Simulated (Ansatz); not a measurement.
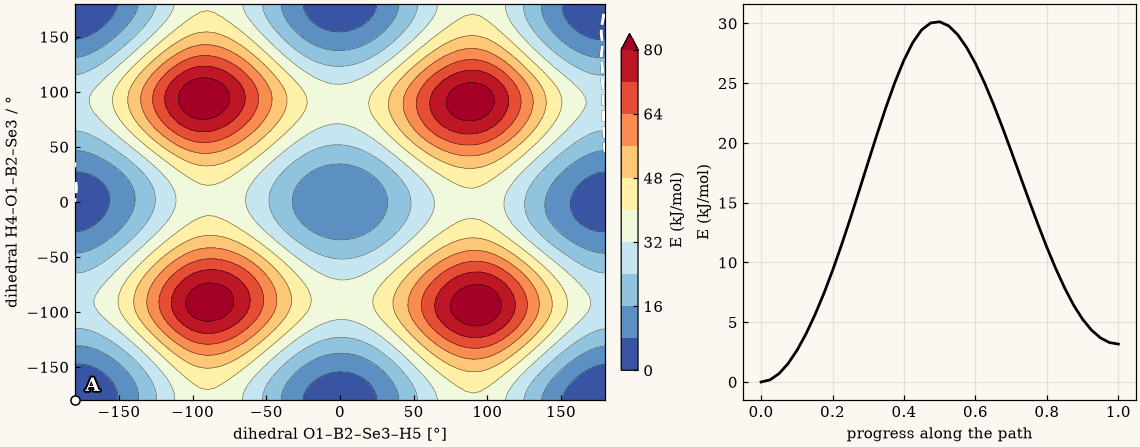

BH2OSe, SMILES O[B][SeH], spin multiplicity 2. The first coordinate is: dihedral O1–B2–Se3–H5; the second: dihedral H4–O1–B2–Se3. Nothing is relaxed (all other coordinates rigid). The grid has 9 × 9 points; 41 points were computed and 40 follow by symmetry. Points are written as (first, second). All energies are given in kJ/mol relative to the lowest grid point. All numbers below come from Ansatz 0.2.0, UKS r2SCAN-D4/def2-TZVP.

The picture shows filled contours, a line along the lowest path, one colour for all values above the top of the scale, the energy along the path at the right, the start A. Between grid points the surface is interpolated.

Describe the path and its barrier.

Answer. The easiest path leads from the well at (−180°, −180°) to the well at about (−180°, 0°), about 3.2 kJ/mol higher. Its highest point lies about 30 kJ/mol above the bottom of the first well on the interpolated surface, at about (180°, 90°). Seen from the upper well the barrier is about 27 kJ/mol. This is the barrier on the constrained surface; relaxing the other coordinates would change it.
